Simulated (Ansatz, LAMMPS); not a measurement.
# Amorphous 38TiO2-62Al2O3 (mol %) (102 atoms): geometry optimisation, part 2 of 4

Wanted: the relaxed structure of amorphous 38TiO2-62Al2O3 (mol %) (102 atoms) and its electronic structure.

Ansatz 0.2.0; Kohn-Sham DFT, PBE, PAW (set soft_2), plane waves.

The cell: 9 Ti, 30 Al and 63 O. The quench rate of 50 K/ps is orders of magnitude faster than experiment. The network of bonds at the start is that of the classical potential that made the cell. Only the Γ point is sampled in the main run, in a cell whose shortest periodic width is 11 Å.

So far. Step 3 (Single point at the start): Neighbours are counted within 2.27 Å (O-Al), 2.64 Å (O-Ti).

### 4. Cell and atoms relaxed

Cell and atoms are freed together, to release stress as well as forces.

Input file input.yaml:

```yaml
crystal:
  lattice:
    - [10.5339, 0.0, 0.0]
    - [0.0, 10.5339, 0.0]
    - [0.0, 0.0, 10.5339]
  atoms:
    [... the 102 atom lines of step 3 ...]
kpoints:
  mp_grid: { grid: [1, 1, 1] }
hamiltonian:
  xc: pbe
scf:
  occupations: { method: fermi_dirac, width: 0.025 }
output:
  forces: true
relax:
  f_tol: 0.04
  max_steps: 250
  cell: {}
```

Run with:

```console
ansatz run input.yaml --threads 4 --pin off --max-ram 8192MiB --backend cpu --events-out ev --progress --plain --runs-dir out
```

Numbers of over 12 decimals in the logs are rounded to 6 here.

The log of the run:

```text
[...]
Crystal: 102 atoms, lattice volume = 1168.874 Å³
Basis set: ecut = 420 eV, 22887 PW (Γ), exchange–correlation on 144×144×144 points (8 copies of the dense FFT grid, shifted against one another)
Bands: 390, of which v1, the nominal top of the filled ones, is band 288 counted from 1 (287 counted from 0)
Symmetry: 1 space group operations
[...]
k-points: 1
[...]
SCF iter   1: F=—  HF=-74502.525039 eV  |F-HF|=—  |Δ(HF+E_count)|=         —  Δρ=3.76e-3  dr2=2.21e-1  ethr=1.77e-3  ⟨swp⟩=6.0  Hψ=1659  notcnv=0  defer=14
[...]
SCF iter  11: F=-74502.495081 eV  HF=-74502.495081 eV  |F-HF|=7.28e-11  |Δ(HF+E_count)|=   9.89e-8  Δρ=2.37e-6  dr2=6.69e-8  ethr=1.74e-11  ⟨swp⟩=4.0  Hψ=1164  notcnv=0
SCF 1 converged in 11 iterations: F = -74502.495081 eV  dr2 = 6.69e-8
[...]
relax step   1: F+E_penalty+E_count = -74502.49508077 eV  Δ(F+E_penalty+E_count) = +0.000e0 eV  max|allowed force component| = 1.885e0 eV/Å  Δτ_max = 0.0000 Å  P = +4.616 GPa  Ω = 1168.874 Å³  (11 SCF iters, dr2 threshold 1.00e-7 eV, accepted)
[... from here on, the SCF cycles and remarks between the steps are left out ...]
relax step   2: F+E_penalty+E_count = -74504.19037677 eV  Δ(F+E_penalty+E_count) = -1.695e0 eV  max|allowed force component| = 1.220e0 eV/Å  Δτ_max = 0.1025 Å  P = +2.130 GPa  Ω = 1176.303 Å³  energy of the carried Pulay correction = -2.918e-2 eV  (8 SCF iters, dr2 threshold 1.02e-5 eV, accepted)
relax step   3: F+E_penalty+E_count = -74505.08855783 eV  Δ(F+E_penalty+E_count) = -8.982e-1 eV  max|allowed force component| = 5.905e-1 eV/Å  Δτ_max = 0.1241 Å  P = -0.463 GPa  Ω = 1185.180 Å³  energy of the carried Pulay correction = -6.380e-2 eV  (9 SCF iters, dr2 threshold 1.02e-5 eV, accepted)
relax step   4: F+E_penalty+E_count = -74505.75546799 eV  Δ(F+E_penalty+E_count) = -6.669e-1 eV  max|allowed force component| = 4.301e-1 eV/Å  Δτ_max = 0.2000 Å  P = +0.126 GPa  Ω = 1172.719 Å³  energy of the carried Pulay correction = -1.512e-2 eV  (9 SCF iters, dr2 threshold 1.02e-5 eV, accepted)
relax step   5: F+E_penalty+E_count = -74505.99788007 eV  Δ(F+E_penalty+E_count) = -2.424e-1 eV  max|allowed force component| = 1.127e0 eV/Å  Δτ_max = 0.1947 Å  P = -0.315 GPa  Ω = 1170.510 Å³  energy of the carried Pulay correction = -6.441e-3 eV  (9 SCF iters, dr2 threshold 1.02e-5 eV, accepted)
relax step   6: F+E_penalty+E_count = -74506.59035644 eV  Δ(F+E_penalty+E_count) = -5.925e-1 eV  max|allowed force component| = 5.868e-1 eV/Å  Δτ_max = 0.2000 Å  P = +0.237 GPa  Ω = 1163.823 Å³  energy of the carried Pulay correction = +1.994e-2 eV  (9 SCF iters, dr2 threshold 1.02e-5 eV, accepted)
relax step   7: F+E_penalty+E_count = -74506.75664942 eV  Δ(F+E_penalty+E_count) = -1.663e-1 eV  max|allowed force component| = 3.738e-1 eV/Å  Δτ_max = 0.2000 Å  P = -0.050 GPa  Ω = 1165.944 Å³  energy of the carried Pulay correction = +1.156e-2 eV  (9 SCF iters, dr2 threshold 1.02e-5 eV, accepted)
relax step   8: F+E_penalty+E_count = -74506.81049738 eV  Δ(F+E_penalty+E_count) = -5.385e-2 eV  max|allowed force component| = 3.251e-1 eV/Å  Δτ_max = 0.0631 Å  P = +0.042 GPa  Ω = 1165.020 Å³  energy of the carried Pulay correction = +1.521e-2 eV  (8 SCF iters, dr2 threshold 8.73e-6 eV, accepted)
relax step   9: F+E_penalty+E_count = -74506.76462035 eV  Δ(F+E_penalty+E_count) = +4.588e-2 eV  max|allowed force component| = 8.517e-1 eV/Å  Δτ_max = 0.1355 Å  P = -0.048 GPa  Ω = 1165.485 Å³  energy of the carried Pulay correction = +1.337e-2 eV  (9 SCF iters, dr2 threshold 6.61e-6 eV, rejected (line search))
relax step  10: F+E_penalty+E_count = -74506.84122361 eV  Δ(F+E_penalty+E_count) = -3.073e-2 eV  max|allowed force component| = 1.484e-1 eV/Å  Δτ_max = 0.0677 Å  P = +0.006 GPa  Ω = 1165.268 Å³  energy of the carried Pulay correction = +1.423e-2 eV  (14 SCF iters, accepted)
relax step  11: F+E_penalty+E_count = -74506.84179204 eV  Δ(F+E_penalty+E_count) = -5.684e-4 eV  max|allowed force component| = 1.268e-1 eV/Å  Δτ_max = 0.0657 Å  P = +0.048 GPa  Ω = 1165.115 Å³  energy of the carried Pulay correction = +1.483e-2 eV  (8 SCF iters, dr2 threshold 1.38e-6 eV, rejected (line search))
relax step  12: F+E_penalty+E_count = -74506.84485359 eV  Δ(F+E_penalty+E_count) = -3.630e-3 eV  max|allowed force component| = 5.747e-2 eV/Å  Δτ_max = 0.0260 Å  P = -0.027 GPa  Ω = 1165.483 Å³  energy of the carried Pulay correction = +1.338e-2 eV  (12 SCF iters, accepted)
relax step  13: F+E_penalty+E_count = -74506.84309468 eV  Δ(F+E_penalty+E_count) = +1.759e-3 eV  max|allowed force component| = 9.163e-2 eV/Å  Δτ_max = 0.0500 Å  P = -0.013 GPa  Ω = 1165.745 Å³  energy of the carried Pulay correction = +1.234e-2 eV  (9 SCF iters, dr2 threshold 2.06e-7 eV, rejected (line search))
relax step  14: F+E_penalty+E_count = -74506.84648891 eV  Δ(F+E_penalty+E_count) = -1.635e-3 eV  max|allowed force component| = 3.093e-2 eV/Å  Δτ_max = 0.0214 Å  P = +0.022 GPa  Ω = 1165.331 Å³  energy of the carried Pulay correction = +1.398e-2 eV  (12 SCF iters, accepted)
relax step  15: F+E_penalty+E_count = -74506.88003798 eV  Δ(F+E_penalty+E_count) = -3.355e-2 eV  max|allowed force component| = 3.117e-2 eV/Å  Δτ_max = 0.0000 Å  P = +0.072 GPa  Ω = 1165.331 Å³  stress off target by 3.87e-1 GPa  SCF on the basis re-selected at this cell (its energy is not comparable with the rows above)  (8 SCF iters)
relax step  16: F+E_penalty+E_count = -74506.88373496 eV  Δ(F+E_penalty+E_count) = -3.697e-3 eV  max|allowed force component| = 2.964e-2 eV/Å  Δτ_max = 0.0250 Å  P = -0.026 GPa  Ω = 1165.613 Å³  energy of the carried Pulay correction = -1.502e-3 eV  (9 SCF iters, dr2 threshold 3.74e-7 eV, accepted)
relax step  17: F+E_penalty+E_count = -74506.88695886 eV  Δ(F+E_penalty+E_count) = -3.224e-3 eV  max|allowed force component| = 2.484e-2 eV/Å  Δτ_max = 0.0375 Å  P = +0.013 GPa  Ω = 1165.167 Å³  energy of the carried Pulay correction = +4.075e-4 eV  (10 SCF iters, dr2 threshold 2.50e-8 eV, accepted)
relax step  18: F+E_penalty+E_count = -74506.88604360 eV  Δ(F+E_penalty+E_count) = +9.153e-4 eV  max|allowed force component| = 2.487e-2 eV/Å  Δτ_max = 0.0000 Å  P = +0.013 GPa  Ω = 1165.167 Å³  stress off target by 7.70e-2 GPa  SCF on the basis re-selected at this cell (its energy is not comparable with the rows above)  (6 SCF iters)
relax step  19: F+E_penalty+E_count = -74506.88902294 eV  Δ(F+E_penalty+E_count) = -2.979e-3 eV  max|allowed force component| = 3.100e-2 eV/Å  Δτ_max = 0.0563 Å  P = -0.004 GPa  Ω = 1165.063 Å³  energy of the carried Pulay correction = +3.625e-4 eV  (11 SCF iters, dr2 threshold 1.48e-8 eV, accepted)
relax step  20: F+E_penalty+E_count = -74506.88462234 eV  Δ(F+E_penalty+E_count) = +4.401e-3 eV  max|allowed force component| = 1.070e-1 eV/Å  Δτ_max = 0.0823 Å  P = -0.004 GPa  Ω = 1164.934 Å³  energy of the carried Pulay correction = +8.576e-4 eV  (14 SCF iters, rejected (line search))
relax step  21: F+E_penalty+E_count = -74506.88887510 eV  Δ(F+E_penalty+E_count) = +1.478e-4 eV  max|allowed force component| = 7.501e-2 eV/Å  Δτ_max = 0.0147 Å  P = -0.016 GPa  Ω = 1165.280 Å³  energy of the carried Pulay correction = -5.131e-4 eV  (14 SCF iters, accepted)
relax step  22: F+E_penalty+E_count = -74506.88797024 eV  Δ(F+E_penalty+E_count) = +9.049e-4 eV  max|allowed force component| = 5.901e-2 eV/Å  Δτ_max = 0.0357 Å  P = -0.005 GPa  Ω = 1165.647 Å³  energy of the carried Pulay correction = -1.895e-3 eV  (9 SCF iters, dr2 threshold 3.52e-7 eV, accepted)
relax step  23: F+E_penalty+E_count = -74506.89030682 eV  Δ(F+E_penalty+E_count) = -2.337e-3 eV  max|allowed force component| = 3.987e-2 eV/Å  Δτ_max = 0.0158 Å  P = +0.019 GPa  Ω = 1165.341 Å³  energy of the carried Pulay correction = -6.890e-4 eV  (8 SCF iters, dr2 threshold 2.18e-7 eV, accepted)
relax step  24: F+E_penalty+E_count = -74506.89262734 eV  Δ(F+E_penalty+E_count) = -2.321e-3 eV  max|allowed force component| = 3.993e-2 eV/Å  Δτ_max = 0.0000 Å  P = +0.020 GPa  Ω = 1165.341 Å³  stress off target by 5.31e-2 GPa  SCF on the basis re-selected at this cell (its energy is not comparable with the rows above)  (6 SCF iters)
relax step  25: F+E_penalty+E_count = -74506.89106955 eV  Δ(F+E_penalty+E_count) = +1.558e-3 eV  max|allowed force component| = 9.787e-2 eV/Å  Δτ_max = 0.0170 Å  P = +0.006 GPa  Ω = 1165.587 Å³  energy of the carried Pulay correction = -1.015e-3 eV  (10 SCF iters, dr2 threshold 7.05e-9 eV, rejected (line search))
relax step  26: F+E_penalty+E_count = -74506.89187418 eV  Δ(F+E_penalty+E_count) = +7.532e-4 eV  max|allowed force component| = 3.670e-2 eV/Å  Δτ_max = 0.0049 Å  P = -0.017 GPa  Ω = 1165.582 Å³  energy of the carried Pulay correction = -9.890e-4 eV  (11 SCF iters, accepted)
relax step  27: F+E_penalty+E_count = -74506.89394526 eV  Δ(F+E_penalty+E_count) = -2.071e-3 eV  max|allowed force component| = 3.669e-2 eV/Å  Δτ_max = 0.0000 Å  P = -0.016 GPa  Ω = 1165.582 Å³  stress off target by 2.73e-2 GPa  SCF on the basis re-selected at this cell (its energy is not comparable with the rows above)  (6 SCF iters)
[...]
SCF converged after 6 iterations
Free energy (F): -74506.893945 eV
[...]
Internal energy: -74506.893945 eV  (E = F + TS)
E sigma→0 (E₀):  -74506.893945 eV
Fermi energy:    6.887185 eV
[...]
--- Forces (eV/Å), atoms counted from 1 ---
  atom   1  Ti     0.00293935    -0.00410063    -0.01997756
  atom   2  Ti    -0.01253885    -0.00483716     0.00496906
  atom   3  Ti    -0.00936777    -0.00062540    -0.00222619
  atom   4  Ti    -0.01438341    -0.01012233     0.03669194
  atom   5  Ti     0.00835274     0.00012375    -0.01302381
  atom   6  Ti     0.00343759     0.00319253     0.00801123
  atom   7  Ti     0.00001809     0.00356109    -0.00605321
  atom   8  Ti     0.00871393    -0.00092369    -0.00526892
  atom   9  Ti     0.00932537    -0.00096656     0.00466355
  atom  10  Al     0.01147452    -0.01271726     0.00011831
  atom  11  Al     0.00552078     0.00053643    -0.00198808
  atom  12  Al    -0.00290780     0.00164794    -0.00026452
  atom  13  Al    -0.00140373     0.00555169     0.00333788
  atom  14  Al    -0.00058814    -0.00322654     0.00351548
[...]
atom 101  O      0.00273548     0.00176596    -0.00294209
  atom 102  O     -0.00340216     0.00030684     0.00371809
  max |Σ_I F_I| component: 1.05e-4 eV/Å
--- Stress (GPa, compression-positive) ---
       -0.025995       0.000603      -0.003504
        0.000598      -0.018354       0.008966
       -0.003511       0.008957      -0.005019
  P = ⅓ Tr σ = -0.0165 GPa (-0.165 kbar)
--- Relaxed structure (23 steps of the walk, 18 accepted, 4 SCFs on fresh bases) ---
  F+E_penalty+E_count = -74506.89394526 eV   max|allowed force component| = 3.669e-2 eV/Å   (the final SCF, on the basis selected at the relaxed cell)
  cell:  # Å, volume = 1165.5818 Å³
    - [10.490261, -0.185249, 0.034208]
    - [-0.185249, 10.814617, -0.117443]
    - [0.034208, -0.117443, 10.278619]
  atoms:
    - { symbol: Ti, position: [0.525369, 0.250811, 0.305665] }
    - { symbol: Ti, position: [0.615081, 0.542979, 0.806290] }
    - { symbol: Ti, position: [0.635259, 0.079175, 0.799413] }
    - { symbol: Ti, position: [0.503374, 0.353520, 0.603801] }
[...]
- { symbol: O, position: [0.593903, 0.629554, 0.347843] }
```

Elapsed: 7.1 min, on 4 threads of Arm Neoverse V1, shared host; peak memory 1.6 GiB.

Relaxation path (22 of 27):

```csv
step,energy less that of the first step (eV),largest force component (eV/Å),pressure (GPa),volume (Å³)
1,0.0000,1.8853,4.62,1168.87
2,-1.6953,1.2202,2.13,1176.30
3,-2.5935,0.5905,-0.46,1185.18
5,-3.5028,1.1274,-0.31,1170.51
6,-4.0953,0.5868,0.24,1163.82
7,-4.2616,0.3738,-0.05,1165.94
8,-4.3154,0.3251,0.04,1165.02
10,-4.3461,0.1484,0.01,1165.27
11,-4.3467,0.1268,0.05,1165.12
12,-4.3498,0.0575,-0.03,1165.48
13,-4.3480,0.0916,-0.01,1165.74
15*,-4.3850,0.0312,0.07,1165.33
16,-4.3887,0.0296,-0.03,1165.61
17,-4.3919,0.0248,0.01,1165.17
18*,-4.3910,0.0249,0.01,1165.17
20,-4.3895,0.1070,0.00,1164.93
21,-4.3938,0.0750,-0.02,1165.28
22,-4.3929,0.0590,-0.01,1165.65
23,-4.3952,0.0399,0.02,1165.34
25,-4.3960,0.0979,0.01,1165.59
26,-4.3968,0.0367,-0.02,1165.58
27*,-4.3989,0.0367,-0.02,1165.58
```

Relaxation steps marked * repeat the geometry before them on a plane-wave basis chosen anew for their cell, so energy and pressure can jump there. Other such steps can lie between the rows shown. Relaxation steps 9, 11, 13, 20, 25 were tried and not accepted.

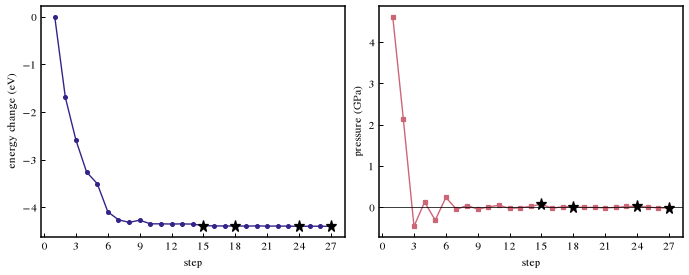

Energy and pressure along the relaxation. Stars mark steps on a basis chosen anew.

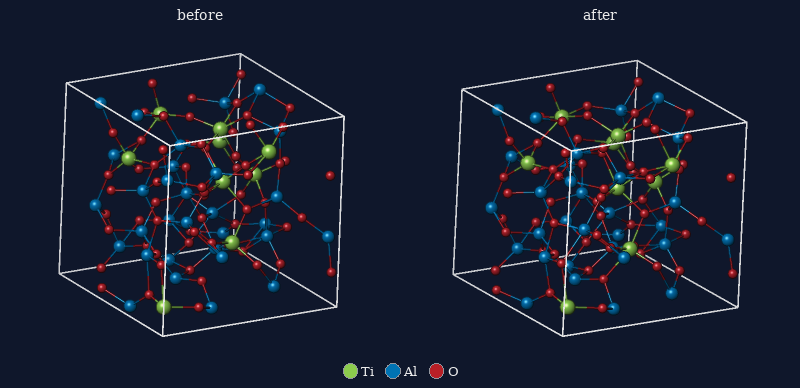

Before and after, at one scale. Bonds to atoms that aren't drawn are left out.

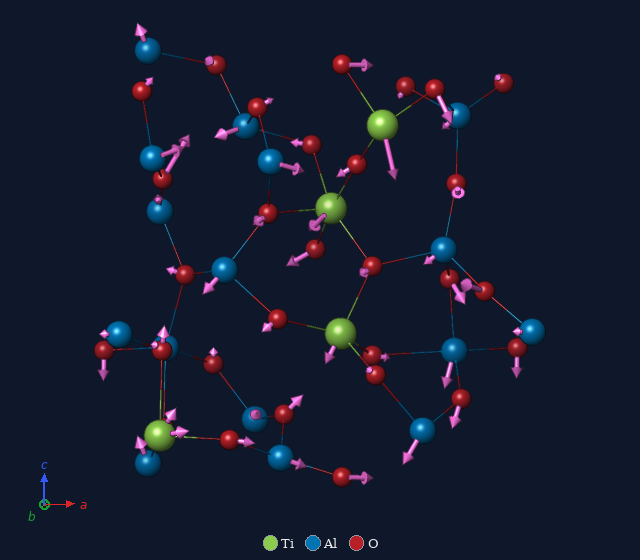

Displacements in the relaxation, exaggerated, measured against the changing cell; the longest in the cell stands for 0.56 Å. Drawn is a slice 4 Å thick, seen along the normal of the ac plane.

```csv
cell as run,before,after,change
a (Å),10.534,10.492,-0.4 %
b (Å),10.534,10.817,+2.7 %
c (Å),10.534,10.279,-2.4 %
α (°),90.00,91.28,+1.4 %
β (°),90.00,89.61,-0.4 %
γ (°),90.00,91.99,+2.2 %
volume (Å³/atom),11.46,11.43,-0.3 %
```

The atoms that moved most (Å, as changes of fractional coordinates times the final cell):

```csv
atom,dx,dy,dz,length
O76,0.277,0.279,0.402,0.562
O98,-0.146,0.285,0.457,0.558
Ti3,0.106,-0.039,-0.469,0.482
O57,-0.120,-0.160,0.435,0.479
O93,-0.245,-0.316,0.107,0.414
O74,-0.318,-0.153,-0.186,0.399
O40,-0.024,0.069,0.386,0.393
O41,-0.252,-0.279,0.021,0.376
```

The relaxation changed the energy by -43.1 meV/atom, and atoms moved by 0.23 Å r.m.s., 0.56 Å at most.

### 5. Distances and neighbours after relaxation

Bonds before and after, by the cutoffs listed below:

```csv
pair,bonds before,bonds after,mean before (Å),mean after (Å),spread before (Å),spread after (Å)
O-Al,133,136,1.833,1.845,0.134,0.090
O-Ti,42,46,1.902,1.960,0.179,0.187
```

Density 3.20 g/cm³, 11.43 Å³ an atom.

Pair distribution functions g(r), in bins of 0.2 Å:

```csv
r (Å),total,O-O,O-Al,O-Ti,Al-Al,Al-Ti,Ti-Ti
1.60,0.03,0.00,0.09,0.00,0.00,0.00,0.00
1.80,3.46,0.00,8.17,4.46,0.00,0.00,0.00
2.00,1.01,0.00,1.46,4.46,0.00,0.00,0.00
2.20,0.13,0.00,0.16,0.70,0.00,0.00,0.00
2.40,0.21,0.50,0.00,0.15,0.00,0.00,0.00
2.60,0.73,1.61,0.14,0.35,0.29,0.00,0.00
2.80,1.51,3.25,0.13,0.10,1.83,1.05,0.00
3.00,1.16,2.14,0.28,0.10,1.82,1.14,2.42
3.20,1.05,1.10,0.67,0.33,2.91,1.68,1.10
3.40,1.18,0.85,1.12,0.92,1.98,3.45,0.00
3.60,0.92,0.51,1.27,1.00,0.65,1.33,3.59
3.80,0.98,0.71,1.48,1.25,0.14,0.48,0.00
4.00,0.86,0.56,1.07,1.34,0.77,0.64,1.49
4.20,1.08,0.50,1.59,1.76,0.71,1.07,0.00
4.40,1.08,0.66,1.55,1.65,0.75,0.44,0.57
4.60,1.04,0.87,1.23,0.93,1.03,1.39,0.00
4.80,0.99,1.18,0.74,1.21,1.02,0.74,1.94
5.00,1.11,1.43,0.92,0.59,1.31,0.83,1.83
```

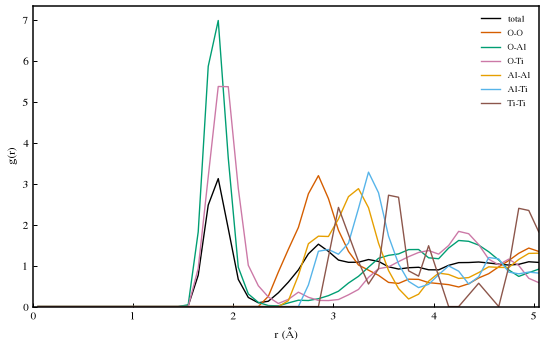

Pair distribution functions, lightly smoothed.

Bonds by pair of elements; cutoffs follow the first minimum of g(r), held within bounds set by covalent radii, and pairs that aren't listed don't count as bonded:

```csv
pair A-B,cutoff (Å),bonds,mean length (Å),spread (Å),shortest (Å),B about A,A about B
O-Al,2.43,136,1.84,0.09,1.68,2.16,4.53
O-Ti,2.64,46,1.96,0.187,1.73,0.73,5.11
```

How many atoms have how many bonded neighbours:

```csv
element,mean,2,3,4,5,6
Al,4.53,0,0,16,12,2
O,2.89,10,50,3,0,0
Ti,5.11,0,0,1,6,2
```

Bond angles, per cent of each kind in bins of 5°:

```csv
angle (°),O-Al-O,Al-O-Al,O-Ti-O,Al-O-Ti,Ti-O-Ti
70–75,0.4,0.0,6.2,0.0,0.0
75–80,4.1,0.0,4.2,0.0,0.0
80–85,8.5,0.0,13.5,0.0,0.0
85–90,10.2,3.9,5.2,0.0,9.1
90–95,6.5,10.8,11.5,6.2,0.0
95–100,11.8,10.8,8.3,12.3,9.1
100–105,8.1,4.9,18.8,9.2,18.2
105–110,13.4,5.9,7.3,1.5,0.0
110–115,10.2,5.9,1.0,12.3,9.1
115–120,8.1,13.7,3.1,4.6,0.0
120–125,4.5,11.8,2.1,7.7,18.2
125–130,1.6,11.8,1.0,15.4,0.0
130–135,1.2,3.9,2.1,7.7,9.1
135–140,1.6,7.8,0.0,10.8,0.0
140–145,2.0,4.9,0.0,4.6,9.1
145–150,0.8,2.0,2.1,0.0,9.1
150–155,0.4,1.0,3.1,3.1,0.0
155–160,0.8,1.0,3.1,3.1,0.0
160–165,2.0,0.0,2.1,0.0,9.1
165–170,2.0,0.0,1.0,1.5,0.0
170–175,1.6,0.0,3.1,0.0,0.0
175–180,0.0,0.0,1.0,0.0,0.0
```

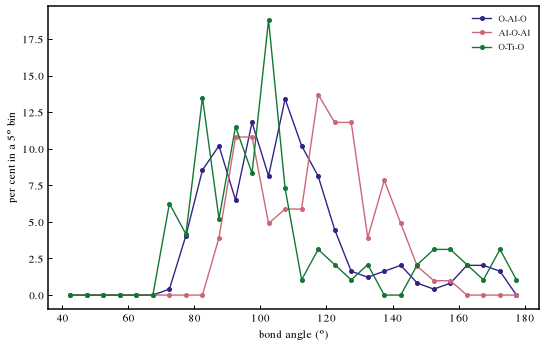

Distributions of the most common bond angles.

Bond angles (no mean is given where the spread exceeds 20°):

```csv
angle,count,mean (°),spread (°)
O-Al-O,246,-,-
Al-O-Al,102,116,17.1
O-Ti-O,96,-,-
Al-O-Ti,65,121,18.6
Ti-O-Ti,11,-,-
```

Oxygen atoms by the number of network formers (Si, P, Ge, B, Al, As, Ga) bound to them:

```csv
network formers bound to O,O atoms,per cent
0,1,1.6
1,14,22.2
2,24,38.1
3,22,34.9
4,2,3.2
```

Network units: each former by its oxygen neighbours and how many of them bridge to another former:

```csv
former,O neighbours,bridging O,atoms
Al,4,2,2
Al,4,3,5
Al,4,4,9
Al,5,3,1
Al,5,4,3
Al,5,5,8
Al,6,6,2
```

Bond length by coordination (bonds to H left out):

```csv
element,coordination,atoms,mean bond length (Å)
Al,4,16,1.79
Al,5,12,1.88
Al,6,2,1.96
O,2,10,1.76
O,3,50,1.88
O,4,3,2
Ti,4,1,1.86
Ti,5,6,1.95
Ti,6,2,2.02
```

Rings of the network by King's shortest-path rule, up to 12 atoms, one path for each pair of neighbours; H, halogens, alkali and alkaline-earth atoms are left out, and the last column divides by all other atoms, bonded or not:

```csv
ring size (atoms),rings,per network atom
4,25,0.245
6,49,0.48
8,99,0.971
10,31,0.304
12,3,0.029
```

First main peaks of g(r), for some of the pairs, lie near 2.8 Å (O-O), 1.8 Å (O-Al), 1.9 Å (O-Ti) and 3.4 Å (Al-Ti). With the cutoffs above, 53 % of Al atoms have 4, 79 % of O atoms have 3 and 67 % of Ti atoms have 5 bonded neighbours. Counting bonds to Al alone, not to Ti, 38 % of the oxygens join two of these atoms and 22 % one; 35 % join three; 3 % join four; 2 % join none. The commonest Al unit has 4 oxygens, 4 of them shared with other formers (9 of 30 atoms). Rings of 8 atoms are the most common (48 % of those counted); sizes run from 4 to 12, where the search stops.

(Part 2 of 4 ends here.)

[Logs are printed without paths, hosts, clocks, repeated set-up lines and the standing remarks that a program may print on its own settings, such as how far it seeks lower states.]

[Hosts, paths, dates, database ids (printed as entryN), source tags and the programs' standing remarks are cut or masked in the printed files.]
